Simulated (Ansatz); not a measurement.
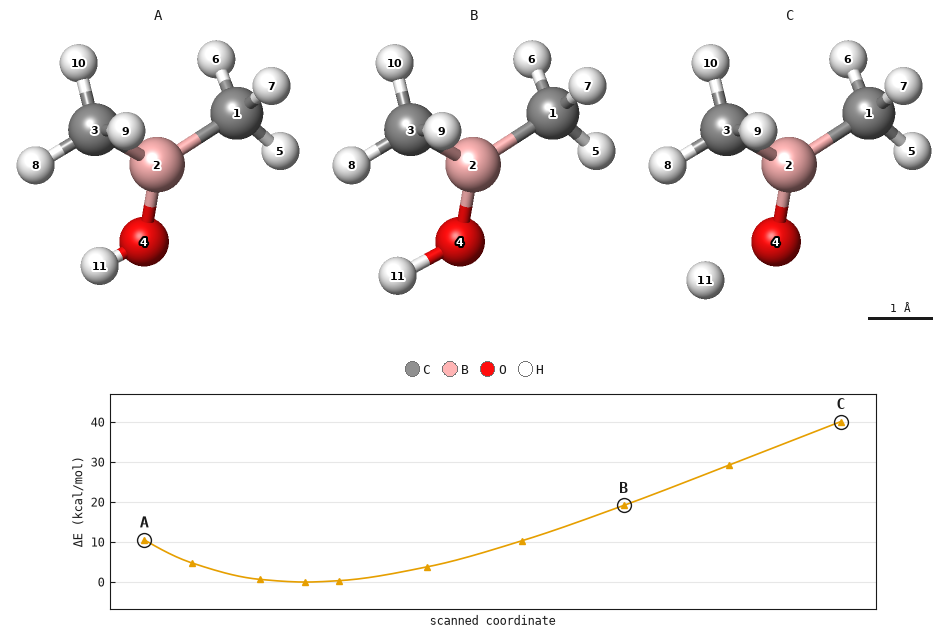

Frames of a one-coordinate scan of C$_{2}$H$_{7}$BO. A ball-and-stick model, seen tilted, with a slight tilt.

Computed with Ansatz: CCSD(T), basis def2-TZVPP, on geometries moved rigidly from the minimum at PBE0-D4/def2-TZVP. Coupled cluster with a frozen core. Energies are counted from the PBE0-D4/def2-TZVP minimum geometry at the same level.

What is being scanned?

Answer. The O4–H11 distance is varied, with the rest of the molecule carried along rigidly. In the frames the distance is 0.845 Å (A), 1.189 Å (B), 1.345 Å (C). Of the computed points the lowest is at the distance 0.961 Å, 0.0 kcal/mol. The curvature at the lowest point is about 53 eV/Å² (8.5 mdyn/Å). The well is steeper on the short side, as for any bond.
